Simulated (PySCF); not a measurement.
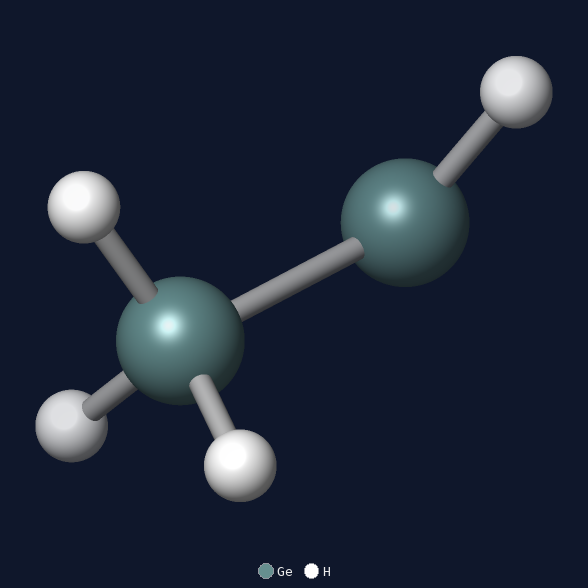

The species is neutral and a spin triplet. The computed structure is the end point of a PBE0-D3(BJ)/def2-SVP optimisation. No frequency run is at hand to confirm it as a minimum.

Give the structural formula.

SMILES: [GeH][GeH3]

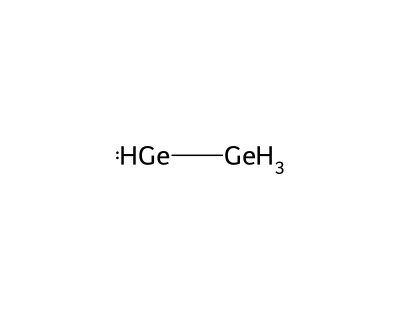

The spin state was imposed, and no run here compares it with a lower spin, which may lie lower.
